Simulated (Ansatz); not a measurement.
# Cl2H2S2Ti: the cost of one run

The runs use Ansatz 0.2.0, Gaussian basis; functionals in def2-TZVPP, the program's frozen cores in correlated methods.

Levels to be run: PBE-D4, r2SCAN-D4, PBE0-D4, B3LYP-D4, ωB97X-V, ωB97M-V, B2PLYP; CCSD(T)/def2-TZVPP; MP2/def2-QZVPP; extrapolation to the limit.

## Step 1: The relaxed structure

All runs share one geometry, relaxed beforehand with PBE0-D4 in a triple-zeta def2 set.

SMILES `[SH][Ti]([SH])([Cl])[Cl]`, 7 atoms, charge 0, spin multiplicity 1.

Atoms are counted from 1 here; the program's logs count them from 0.

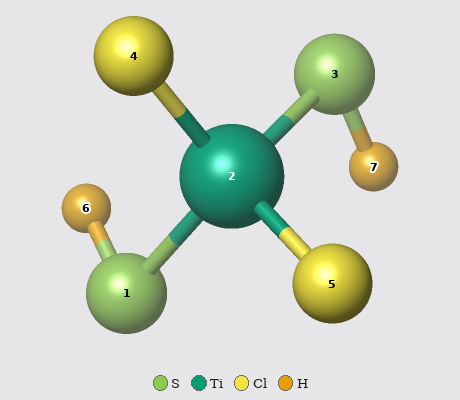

The structure; sulfur green, titanium teal, chlorine yellow, hydrogen amber; atoms are numbered from 1 in the order of the file.

## Step 2: PBE-D4 (GGA)

in.yaml

```yaml
crystal:
  periodic: [false, false, false]
  atoms:
    - {symbol: S, position_ang: [-1.622645, 0.340640, 1.063775]}
    - {symbol: Ti, position_ang: [0.259361, 0.523201, -0.181147]}
    - {symbol: S, position_ang: [1.016406, -1.559925, -0.642010]}
    - {symbol: Cl, position_ang: [-0.127583, 1.397581, -2.131443]}
    - {symbol: Cl, position_ang: [1.632700, 1.636040, 1.081166]}
    - {symbol: H, position_ang: [-2.173633, -0.471219, 0.137726]}
    - {symbol: H, position_ang: [1.015395, -1.866318, 0.671932]}
basis:
  gaussian: {orbitals: def2-TZVPP}
hamiltonian: {xc: pbe, dispersion: d4}
output: {forces: true, orbitals: {seedname: orbitals}}
```

Command:

```sh
$ ansatz run in.yaml --threads 2 --pin off --events-out ev --progress --plain --max-ram 32768MiB --backend cpu
```

Q: Estimate wall time and peak memory on 2 threads of AMD EPYC 7R13, shared host.

About 6 s, with a peak of 0.49 GiB.
